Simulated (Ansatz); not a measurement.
Nudged elastic band of Al2NH7O

Al2NH7O, computed with RKS CAM-B3LYP-D4/def2-SVP (Ansatz 0.2.0).

It belongs to a series of runs on one base structure; here: band between the two ends.

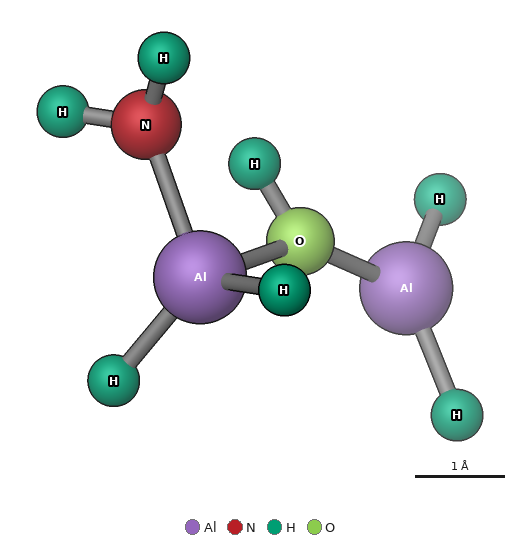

**Figure 1.** The input geometry (ball-and-stick view, seen at a tilt). Sticks mark near contacts. Bond lengths as drawn: Al–H 1.57 to 1.59 Å, Al–N 1.87 Å, Al–O 1.73 to 1.96 Å, H–N 1.02 Å and H–O 1.02 Å.

### Input
```yaml
crystal:
  periodic: [false, false, false]
  atoms:
    - { symbol: Al, position_ang: [0.165015, 0.306391, 0.220381] }
    - { symbol: "N", position_ang: [-0.048683, -0.302373, 1.974247] }
    - { symbol: H, position_ang: [-0.588908, -1.145493, 2.159818] }
    - { symbol: H, position_ang: [0.742918, -0.301944, 2.614947] }
    - { symbol: H, position_ang: [1.579506, 0.950001, -0.112002] }
    - { symbol: H, position_ang: [-0.674734, -0.475403, -0.879968] }
    - { symbol: O, position_ang: [-0.985496, 1.74701, 0.895412] }
    - { symbol: Al, position_ang: [-1.865509, 3.203679, 0.577974] }
    - { symbol: H, position_ang: [-2.713057, 3.787098, 1.765356] }
    - { symbol: H, position_ang: [-1.721371, 3.788729, -0.869185] }
    - { symbol: H, position_ang: [-0.914781, 1.179507, 1.74522] }
basis:
  gaussian: { orbitals: def2-SVP }
hamiltonian:
  xc: cam_b3lyp
  dispersion: d4
neb:
  order_check: false
  images: 5
  f_tol: 0.05
  max_iterations: 60
  final_atoms:
    - { symbol: Al, position_ang: [-0.00288309, 0.56022032, 0.11132092] }
    - { symbol: "N", position_ang: [-0.05462674, -0.25311057, 2.00943505] }
    - { symbol: H, position_ang: [-0.52134833, -1.16080567, 2.04857986] }
    - { symbol: H, position_ang: [0.86726419, -0.35244897, 2.43809883] }
    - { symbol: H, position_ang: [1.5580414, 0.84803274, -0.05249844] }
    - { symbol: H, position_ang: [-0.6813689, -0.60642937, -0.73992827] }
    - { symbol: O, position_ang: [-1.00472546, 1.93469283, 0.46361151] }
    - { symbol: Al, position_ang: [-1.91158432, 3.35216527, 0.41291936] }
    - { symbol: H, position_ang: [-2.12800451, 4.13728398, -0.94361654] }
    - { symbol: H, position_ang: [-2.54945052, 3.87216333, 1.77074469] }
    - { symbol: H, position_ang: [-0.59641373, 0.40543809, 2.57353303] }
  initial_path:
    images:
      - { positions_ang: [[0.165015, 0.306391, 0.220381], [-0.048683, -0.302373, 1.974247], [-0.588908, -1.145493, 2.159818], [0.742918, -0.301944, 2.614947], [1.579506, 0.950001, -0.112002], [-0.674734, -0.475403, -0.879968], [-0.985496, 1.74701, 0.895412], [-1.865509, 3.203679, 0.577974], [-2.713057, 3.787098, 1.765356], [-1.721371, 3.788729, -0.869185], [-0.914781, 1.179507, 1.74522]] }
      - { positions_ang: [[0.15086757, 0.24800055, 0.12668463], [-0.06944932, -0.25096753, 2.04279624], [-0.73596296, -0.9288175, 2.29912513], [0.72829473, -0.17839743, 2.68607226], [1.56838489, 0.71568316, -0.30403809], [-0.82998691, -0.24780665, -0.91101318], [-0.74279113, 1.82743617, 0.86219005], [-1.82966806, 3.10980132, 0.58029707], [-2.78090137, 3.30794427, 1.08056096], [-1.78581003, 3.96337247, -0.15472539], [-0.69807742, 1.17095318, 1.78425031]] }
      - { positions_ang: [[0.13672014, 0.1896101, 0.03298826], [-0.09021564, -0.19956206, 2.11134549], [-0.88301793, -0.712142, 2.43843226], [0.71367147, -0.05485086, 2.75719751], [1.55726379, 0.48136532, -0.49607417], [-0.98523982, -0.02021031, -0.94205835], [-0.50008625, 1.90786233, 0.82896809], [-1.79382711, 3.01592364, 0.58262015], [-2.84874575, 2.82879053, 0.39576593], [-1.85024906, 4.13801594, 0.55973422], [-0.48137384, 1.16239936, 1.82328062]] }
      - { positions_ang: [[0.12257271, 0.13121965, -0.06070812], [-0.11098196, -0.14815659, 2.17989473], [-1.03007289, -0.4954665, 2.5777394], [0.6990482, 0.06869571, 2.82832277], [1.54614268, 0.24704749, -0.68811026], [-1.14049272, 0.20738604, -0.97310353], [-0.25738138, 1.9882885, 0.79574614], [-1.75798617, 2.92204597, 0.58494322], [-2.91659012, 2.3496368, -0.28902911], [-1.91468809, 4.31265941, 1.27419383], [-0.26467026, 1.15384554, 1.86231093]] }
      - { positions_ang: [[0.08075411, 0.27421987, -0.00336511], [-0.09219689, -0.18314125, 2.12307484], [-0.86049803, -0.71724622, 2.40135288], [0.7551202, -0.07168585, 2.69824812], [1.55010892, 0.44737591, -0.47623965], [-0.98745145, -0.06388576, -0.89537844], [-0.50649607, 1.97042328, 0.68503459], [-1.80918555, 3.06541907, 0.52760193], [-2.65372825, 2.94551919, -0.50722492], [-2.12627557, 4.16582738, 1.43971078], [-0.37525142, 0.90437639, 2.09938496]] }
      - { positions_ang: [[0.03893551, 0.41722009, 0.05397791], [-0.07341181, -0.21812591, 2.06625495], [-0.69092318, -0.93902594, 2.22496637], [0.8111922, -0.21206741, 2.56817348], [1.55407516, 0.64770432, -0.26436905], [-0.83441017, -0.33515756, -0.81765336], [-0.75561077, 1.95255805, 0.57432305], [-1.86038493, 3.20879217, 0.47026065], [-2.39086638, 3.54140159, -0.72542073], [-2.33786304, 4.01899536, 1.60522774], [-0.48583258, 0.65490724, 2.33645899]] }
      - { positions_ang: [[-0.00288309, 0.56022032, 0.11132092], [-0.05462674, -0.25311057, 2.00943505], [-0.52134833, -1.16080567, 2.04857986], [0.86726419, -0.35244897, 2.43809883], [1.5580414, 0.84803274, -0.05249844], [-0.6813689, -0.60642937, -0.73992827], [-1.00472546, 1.93469283, 0.46361151], [-1.91158432, 3.35216527, 0.41291936], [-2.12800451, 4.13728398, -0.94361654], [-2.54945052, 3.87216333, 1.77074469], [-0.59641373, 0.40543809, 2.57353303]] }
```

Run on 4 threads of Arm Neoverse V2, 24 GiB of memory available, shared host.

Command:
```bash
ansatz run input.yaml --threads 4 --pin off --max-ram 5120MiB --backend cpu --events-out ev --progress --plain --runs-dir out
```

### What the program printed
```
Engine: ansatz 0.2.0, aarch64-unknown-linux-gnu
Functional definition: CAM-B3LYP
  parameter alpha = 0.19
  parameter beta = 0.46
  parameter omega = 0.33/bohr
  parameter ac = 0.81
  exchange = (1 - alpha - beta)*b88_x + beta*b88_x_sr(omega) + alpha*exact_x + beta*exact_x_lr(omega)
  correlation = (1 - ac)*vwn5_c + ac*lyp_c
1016 factors; integrals over basis functions are off by at most 4.6e-4 eV
380 factors; integrals over basis functions are off by at most 1.6e-6 eV
mean field evaluation 1: about -16831.5293 eV, gradient 6.4e1 eV
mean field evaluation 2: about -16826.4864 eV, gradient 8.1e1 eV
mean field evaluation 4: about -16839.1323 eV, gradient 4.1e0 eV
mean field evaluation 8: about -16839.1730 eV, gradient 5.1e-2 eV
mean field -16839.17299357 eV, -618.8281935122 hartree, gradient 8.6e-5 eV, S^2 0.000000; 0 other end points of the search recorded, 0 dependent functions left out
the calculation of the forces begins
reference -16839.17314476 eV, -618.8281990686 hartree; 24, 24 occupied and 75, 75 virtual orbitals, 1016 factors
1016 factors; integrals over basis functions are off by at most 7.6e-4 eV
380 factors; integrals over basis functions are off by at most 1.8e-6 eV
mean field evaluation 16: about -16831.7740 eV, gradient 6.7e1 eV
mean field -16840.18756224 eV, -618.8654782232 hartree, gradient 2.4e-5 eV, S^2 0.000000; 0 other end points of the search recorded, 0 dependent functions left out
[... from here on the field's lines of each further geometry are left out, up to the last ...]
NEB iter   1: max|band force component| = 1.894e1 eV/Å  barrier→ = 7.6954 eV  barrier← = 8.7055 eV  Δτ_max = 0.1995 Å  (174 SCF iters)
NEB iter   2: max|band force component| = 8.226e0 eV/Å  barrier→ = 2.6567 eV  barrier← = 3.6668 eV  Δτ_max = 0.1951 Å  (146 SCF iters)
NEB iter   3: max|band force component| = 4.360e0 eV/Å  barrier→ = 1.0875 eV  barrier← = 2.0976 eV  Δτ_max = 0.1950 Å  (143 SCF iters)
NEB iter   4: max|band force component| = 2.094e0 eV/Å  barrier→ = 0.3423 eV  barrier← = 1.3524 eV  Δτ_max = 0.1948 Å  (140 SCF iters)
NEB iter   5: max|band force component| = 1.208e0 eV/Å  barrier→ = 0.0474 eV  barrier← = 1.0575 eV  Δτ_max = 0.2000 Å  (139 SCF iters)
NEB iter   6: max|band force component| = 1.872e0 eV/Å  barrier→ = 0.0295 eV  barrier← = 1.0396 eV  Δτ_max = 0.0994 Å  (138 SCF iters)
NEB iter   7: max|band force component| = 6.423e-1 eV/Å  barrier→ = 0.0125 eV  barrier← = 1.0226 eV  Δτ_max = 0.1990 Å  (142 SCF iters)
NEB iter   8: max|band force component| = 2.207e0 eV/Å  barrier→ = 0.0000 eV  barrier← = 1.0101 eV  Δτ_max = 0.1004 Å  (146 SCF iters)
NEB iter   9: max|band force component| = 1.549e0 eV/Å  barrier→ = 0.0000 eV  barrier← = 1.0101 eV  Δτ_max = 0.1008 Å  (142 SCF iters)
NEB iter  10: max|band force component| = 1.246e0 eV/Å  barrier→ = 0.0000 eV  barrier← = 1.0101 eV  Δτ_max = 0.1009 Å  (133 SCF iters)
NEB iter  11: max|band force component| = 7.341e-1 eV/Å  barrier→ = 0.0000 eV  barrier← = 1.0101 eV  Δτ_max = 0.1011 Å  (140 SCF iters)
NEB iter  12: max|band force component| = 6.010e-1 eV/Å  barrier→ = 0.0000 eV  barrier← = 1.0101 eV  Δτ_max = 0.0998 Å  (141 SCF iters)
NEB iter  13: max|band force component| = 2.884e-1 eV/Å  barrier→ = -0.9175 eV  barrier← = 0.0926 eV  CI = image 1  Δτ_max = 0.1977 Å  (142 SCF iters)
NEB iter  14: max|band force component| = 4.698e-1 eV/Å  barrier→ = -0.7830 eV  barrier← = 0.2271 eV  CI = image 1  Δτ_max = 0.2000 Å  (145 SCF iters)
NEB iter  15: max|band force component| = 9.097e-1 eV/Å  barrier→ = -0.4666 eV  barrier← = 0.5435 eV  CI = image 1  Δτ_max = 0.0991 Å  (143 SCF iters)
NEB iter  16: max|band force component| = 1.159e0 eV/Å  barrier→ = -0.4674 eV  barrier← = 0.5427 eV  CI = image 1  Δτ_max = 0.1000 Å  (140 SCF iters)
NEB iter  17: max|band force component| = 1.018e0 eV/Å  barrier→ = -0.3068 eV  barrier← = 0.7033 eV  CI = image 1  Δτ_max = 0.2000 Å  (141 SCF iters)
NEB iter  18: max|band force component| = 8.856e-1 eV/Å  barrier→ = -0.0472 eV  barrier← = 0.9629 eV  CI = image 1  Δτ_max = 0.1002 Å  (141 SCF iters)
NEB iter  19: max|band force component| = 8.718e-1 eV/Å  barrier→ = -0.0171 eV  barrier← = 0.9930 eV  CI = image 1  Δτ_max = 0.2000 Å  (138 SCF iters)
NEB iter  20: max|band force component| = 6.935e-1 eV/Å  barrier→ = 0.0364 eV  barrier← = 1.0465 eV  CI = image 1  Δτ_max = 0.1992 Å  (139 SCF iters)
NEB iter  21: max|band force component| = 5.695e-1 eV/Å  barrier→ = 0.0445 eV  barrier← = 1.0546 eV  CI = image 1  Δτ_max = 0.0454 Å  (142 SCF iters)
NEB iter  22: max|band force component| = 4.877e-1 eV/Å  barrier→ = 0.0314 eV  barrier← = 1.0415 eV  CI = image 1  Δτ_max = 0.0607 Å  (137 SCF iters)
NEB iter  23: max|band force component| = 3.443e-1 eV/Å  barrier→ = 0.0168 eV  barrier← = 1.0269 eV  CI = image 1  Δτ_max = 0.0744 Å  (139 SCF iters)
NEB iter  24: max|band force component| = 1.772e-1 eV/Å  barrier→ = 0.0086 eV  barrier← = 1.0187 eV  CI = image 1  Δτ_max = 0.2000 Å  (140 SCF iters)
NEB iter  25: max|band force component| = 7.200e-1 eV/Å  barrier→ = 0.0039 eV  barrier← = 1.0140 eV  CI = image 1  Δτ_max = 0.1006 Å  (138 SCF iters)
NEB iter  26: max|band force component| = 4.250e-1 eV/Å  barrier→ = 0.0107 eV  barrier← = 1.0208 eV  CI = image 1  Δτ_max = 0.1005 Å  (141 SCF iters)
NEB iter  27: max|band force component| = 3.502e-1 eV/Å  barrier→ = 0.0045 eV  barrier← = 1.0146 eV  CI = image 1  Δτ_max = 0.1011 Å  (137 SCF iters)
NEB iter  28: max|band force component| = 1.415e-1 eV/Å  barrier→ = 0.0046 eV  barrier← = 1.0147 eV  CI = image 1  Δτ_max = 0.1738 Å  (136 SCF iters)
the calculation of the forces begins
reference -16840.16173635 eV, -618.8645291393 hartree; 24, 24 occupied and 75, 75 virtual orbitals, 1016 factors
1016 factors; integrals over basis functions are off by at most 4.7e-4 eV
380 factors; integrals over basis functions are off by at most 1.6e-6 eV
mean field evaluation 1120: about -16839.0544 eV, gradient 7.4e0 eV
mean field -16839.16789106 eV, -618.8280059984 hartree, gradient 1.7e-5 eV, S^2 0.000000; 1 other end points of the search recorded, 0 dependent functions left out
the calculation of the forces begins
reference -16839.16804215 eV, -618.8280115510 hartree; 24, 24 occupied and 75, 75 virtual orbitals, 1016 factors
NEB iter  29: max|band force component| = 4.255e-2 eV/Å  barrier→ = 0.0042 eV  barrier← = 1.0143 eV  CI = image 1  Δτ_max = 0.0000 Å  (266 SCF iters)
```

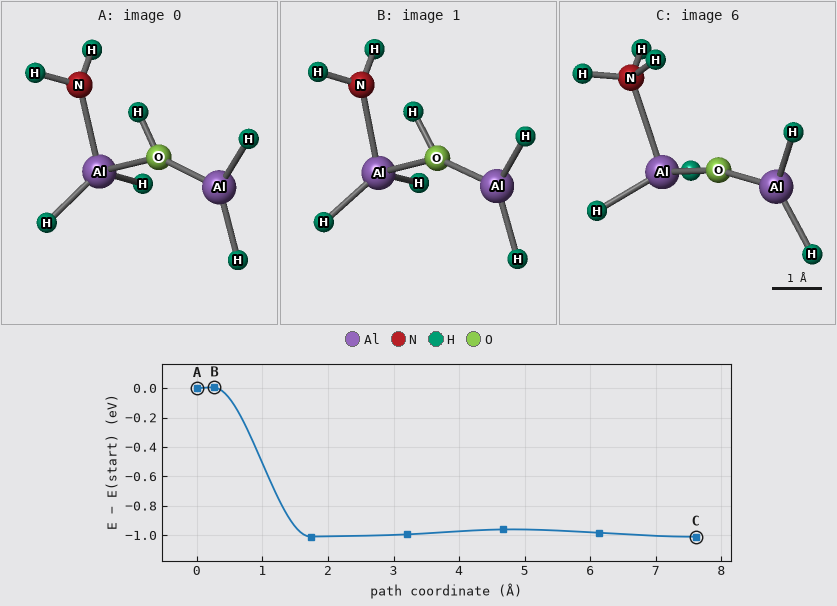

**Figure 2.** Images of the last band (counted from 0; ball-and-stick, seen at a tilt) above the energy along the path; the line is a cubic interpolation that uses the forces. The highest image is number 1, 0.004 eV above the start and 1.014 eV above the end (the climbing image); the end lies 1.010 eV below the start. A further maximum stands at image 4, −0.961 eV from the start, so the path isn't one elementary step. The path is 7.61 Å long. The band converged in 29 iterations.

```
Total energy: -16839.34034043 eV, -618.8343433960 hartree
Atom 0 at     0.196381     0.348777     0.176155 Å, force     0.007609    -0.017299     0.019036 eV/Å
Atom 1 at    -0.108106    -0.252252     1.953930 Å, force    -0.006214     0.004589    -0.029859 eV/Å
Atom 2 at    -0.657449    -1.094588     2.117288 Å, force     0.000407     0.003418     0.003331 eV/Å
Atom 3 at     0.647550    -0.242370     2.636949 Å, force     0.001397     0.006481    -0.001532 eV/Å
Atom 4 at     1.637520     0.965096    -0.074043 Å, force    -0.000107     0.001822     0.001460 eV/Å
Atom 5 at    -0.570045    -0.484723    -0.936580 Å, force    -0.000337     0.001050    -0.000996 eV/Å
Atom 6 at    -0.976424     1.719358     0.859744 Å, force    -0.012657     0.040408    -0.036241 eV/Å
Atom 7 at    -1.866566     3.177307     0.617445 Å, force     0.012790    -0.012569     0.003481 eV/Å
Atom 8 at    -2.735022     3.690925     1.823741 Å, force    -0.000031     0.000475     0.002181 eV/Å
Atom 9 at    -1.727068     3.863381    -0.788076 Å, force    -0.004050    -0.000167    -0.000549 eV/Å
Atom 10 at    -0.865871     1.046292     1.705647 Å, force     0.001192    -0.028207     0.039687 eV/Å
Dipole moment:    -0.302703     0.169461     0.475398 e Å
this run last wrote the band of iteration 29 to [file]
```

### The last band as extended XYZ (Å, eV, eV/Å)
```
11
Properties=species:S:1:pos:R:3:forces:R:3 image=0 energy=-16839.34441
Al    0.1650    0.3064    0.2204   -0.0041   0.0090  -0.0093
N    -0.0487   -0.3024    1.9742    0.0052  -0.0160   0.0144
H    -0.5889   -1.1455    2.1598    0.0059   0.0069   0.0018
H     0.7429   -0.3019    2.6149   -0.0099  -0.0002  -0.0021
H     1.5795    0.9500   -0.1120   -0.0018   0.0001   0.0012
H    -0.6747   -0.4754   -0.8800    0.0027   0.0000   0.0009
O    -0.9855    1.7470    0.8954    0.0008   0.0002  -0.0124
Al   -1.8655    3.2037    0.5780   -0.0027   0.0038   0.0018
H    -2.7131    3.7871    1.7654    0.0012   0.0023   0.0010
H    -1.7214    3.7887   -0.8692   -0.0002  -0.0002  -0.0009
H    -0.9148    1.1795    1.7452    0.0030  -0.0059   0.0036
11
Properties=species:S:1:pos:R:3:forces:R:3 image=1 energy=-16839.34019
Al    0.1964    0.3488    0.1762    0.0076  -0.0173   0.0190
N    -0.1081   -0.2523    1.9539   -0.0062   0.0046  -0.0299
H    -0.6574   -1.0946    2.1173    0.0004   0.0034   0.0033
H     0.6475   -0.2424    2.6369    0.0014   0.0065  -0.0015
H     1.6375    0.9651   -0.0740   -0.0001   0.0018   0.0015
H    -0.5700   -0.4847   -0.9366   -0.0003   0.0010  -0.0010
O    -0.9764    1.7194    0.8597   -0.0127   0.0404  -0.0362
Al   -1.8666    3.1773    0.6174    0.0128  -0.0126   0.0035
H    -2.7350    3.6909    1.8237    0.0000   0.0005   0.0022
H    -1.7271    3.8634   -0.7881   -0.0040  -0.0002  -0.0005
H    -0.8659    1.0463    1.7056    0.0012  -0.0282   0.0397
11
Properties=species:S:1:pos:R:3:forces:R:3 image=2 energy=-16840.35385
Al    0.0864    0.6367    0.1666   -0.0230   0.0240   0.0023
N    -0.1372   -0.3282    1.9811   -0.0058   0.0131  -0.0161
H    -0.4407   -1.2991    1.8874    0.0108  -0.0012   0.0055
H     0.7171   -0.3122    2.5409   -0.0004  -0.0138   0.0086
H     1.6438    0.9807    0.2018    0.0058  -0.0029   0.0058
H    -0.4494   -0.4822   -0.8367   -0.0022  -0.0044   0.0028
O    -0.9975    1.9539    0.4928    0.0105  -0.0108   0.0029
Al   -1.9089    3.3667    0.4020   -0.0143   0.0160   0.0044
H    -2.8820    3.7041    1.6101    0.0247  -0.0086  -0.0257
H    -1.7962    4.3342   -0.8474   -0.0040  -0.0251   0.0265
H    -0.8604    0.1826    2.4935   -0.0021   0.0137  -0.0171
11
Properties=species:S:1:pos:R:3:forces:R:3 image=3 energy=-16840.33899
Al    0.1282    0.6673    0.1899    0.0017  -0.0081   0.0221
N    -0.0923   -0.2843    2.0048   -0.0104   0.0152  -0.0187
H    -0.8895   -0.9234    2.0043   -0.0013  -0.0056   0.0007
H     0.7349   -0.8063    2.2997   -0.0034  -0.0075   0.0017
H     1.6687    1.0740    0.2841    0.0031   0.0031   0.0023
H    -0.3161   -0.4816   -0.8246    0.0067   0.0032  -0.0004
O    -1.0318    1.9248    0.4745    0.0056   0.0137  -0.0179
Al   -2.0098    3.2883    0.3441   -0.0090  -0.0054  -0.0016
H    -3.4285    3.2702    1.0486    0.0061   0.0014   0.0203
H    -1.5101    4.5697   -0.4368   -0.0033  -0.0002  -0.0158
H    -0.2789    0.4384    2.7035    0.0042  -0.0099   0.0074
11
Properties=species:S:1:pos:R:3:forces:R:3 image=4 energy=-16840.30527
Al    0.0836    0.6188    0.1719    0.0109   0.0055  -0.0061
N    -0.0749   -0.2486    2.0369    0.0047   0.0172  -0.0058
H    -0.8489   -0.9137    2.0888   -0.0078   0.0029  -0.0026
H     0.7769   -0.7321    2.3287   -0.0040  -0.0036  -0.0188
H     1.6312    1.0124    0.1805   -0.0005   0.0021   0.0097
H    -0.3911   -0.5778   -0.7706   -0.0068  -0.0090   0.0097
O    -1.0469    1.9109    0.4160   -0.0039   0.0012   0.0105
Al   -1.9993    3.2956    0.3193    0.0172  -0.0223  -0.0002
H    -3.5447    3.1651    0.0013   -0.0013  -0.0055   0.0038
H    -1.3520    4.7109    0.6063   -0.0031   0.0125  -0.0024
H    -0.2590    0.4957    2.7133   -0.0054  -0.0010   0.0023
11
Properties=species:S:1:pos:R:3:forces:R:3 image=5 energy=-16840.32824
Al    0.0640    0.5862    0.1408    0.0191   0.0071  -0.0063
N    -0.0852   -0.2334    2.0292    0.0113   0.0139  -0.0052
H    -0.8376   -0.9213    2.0961   -0.0005   0.0077   0.0014
H     0.7803   -0.6816    2.3359   -0.0022  -0.0061   0.0007
H     1.6269    0.9088    0.0936   -0.0014  -0.0067  -0.0079
H    -0.5075   -0.6129   -0.7431   -0.0097  -0.0011   0.0048
O    -0.9757    1.9497    0.3964   -0.0300  -0.0096   0.0143
Al   -1.9524    3.3188    0.3484   -0.0114  -0.0025   0.0073
H    -2.9928    3.5359   -0.8242    0.0289   0.0029  -0.0121
H    -1.8503    4.3606    1.5384   -0.0063  -0.0063   0.0050
H    -0.2951    0.5264    2.6807    0.0022   0.0005  -0.0020
11
Properties=species:S:1:pos:R:3:forces:R:3 image=6 energy=-16840.35452
Al   -0.0029    0.5602    0.1113   -0.0138   0.0106  -0.0054
N    -0.0546   -0.2531    2.0094    0.0163  -0.0185   0.0061
H    -0.5213   -1.1608    2.0486   -0.0044  -0.0054  -0.0064
H     0.8673   -0.3524    2.4381    0.0061   0.0009  -0.0090
H     1.5580    0.8480   -0.0525   -0.0032   0.0044   0.0026
H    -0.6814   -0.6064   -0.7399    0.0003  -0.0008   0.0056
O    -1.0047    1.9347    0.4636    0.0086   0.0007   0.0019
Al   -1.9116    3.3522    0.4129   -0.0096  -0.0026   0.0190
H    -2.1280    4.1373   -0.9436    0.0050  -0.0037   0.0122
H    -2.5495    3.8722    1.7707    0.0126  -0.0101  -0.0313
H    -0.5964    0.4054    2.5735   -0.0180   0.0244   0.0049
```

### Summary

```json
{"quantity": "outcome", "value": "converged"}
{"quantity": "barrier, forward", "value": "0.004 eV"}
{"quantity": "barrier, backward", "value": "1.014 eV"}
{"quantity": "wall time", "value": "2.7 min (CPU time 9.8 min)"}
{"quantity": "peak memory", "value": "0.24 GiB"}
```

### Notes

The order of the saddle point was not checked.
